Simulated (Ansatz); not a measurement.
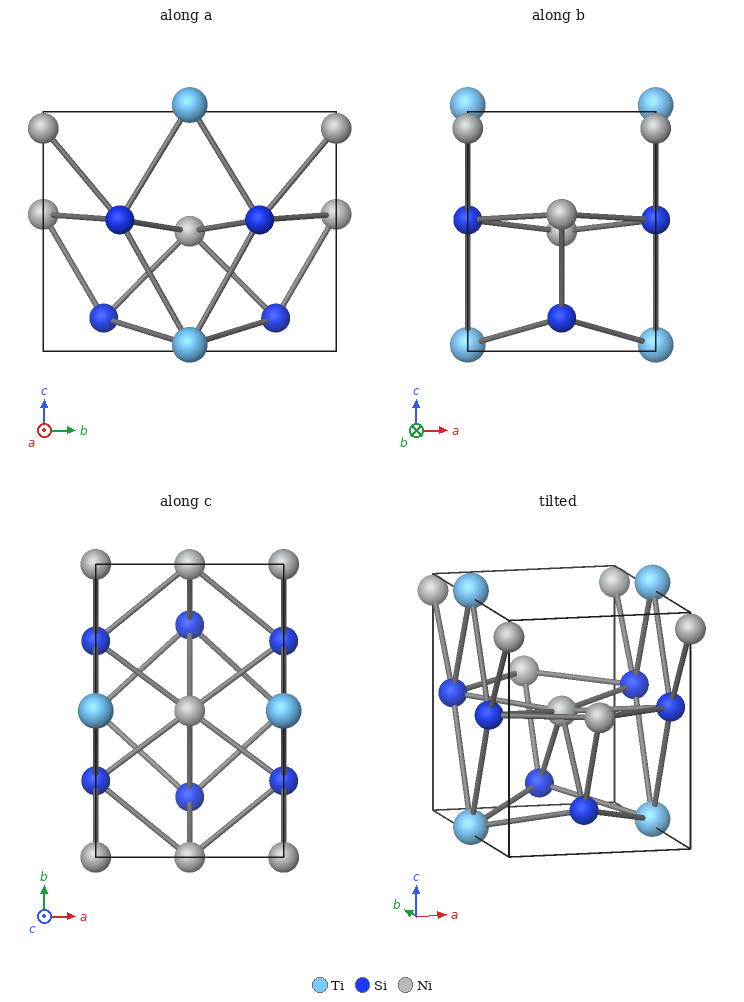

A ball-and-stick rendering, viewed along the a axis, along the b axis, along the c axis and slightly off an axis. Atoms at the boundary of the conventional unit cell (the box) are drawn once for each face, edge or corner they touch.

Lattice parameters: a = 3.7269 Å, b = 5.8086 Å, c = 4.7550 Å, α = 90.000°, β = 90.000°, γ = 90.000°.

### Reconstruct the structure as a CIF in P1 with every atom of the cell, with free fractional coordinates to two decimals.

```cif
data_structure
_symmetry_space_group_name_H-M 'P 1'
_symmetry_Int_Tables_number 1
_cell_length_a 3.7269
_cell_length_b 5.8086
_cell_length_c 4.7550
_cell_angle_alpha 90.000
_cell_angle_beta 90.000
_cell_angle_gamma 90.000
_cell_volume 102.94
loop_
_atom_site_label
_atom_site_type_symbol
_atom_site_fract_x
_atom_site_fract_y
_atom_site_fract_z
_atom_site_occupancy
Ti1 Ti 0.00 0.50 0.03 1
Si1 Si 0.00 0.74 0.55 1
Si2 Si 0.00 0.26 0.55 1
Si3 Si 0.50 0.21 0.14 1
Si4 Si 0.50 0.79 0.14 1
Ni1 Ni 0.50 0.50 0.50 1
Ni2 Ni 0.50 0.00 0.57 1
Ni3 Ni 0.00 0.00 0.93 1
```

Starting structure: a structure type filled with these elements by a generator (whether the compound takes this form wasn't checked). Earlier steps of the study, as a rule a relaxation of our own, may have changed the cell and positions, so they can lie some per cent off the listed ones. A calculation with Ansatz used it as input.
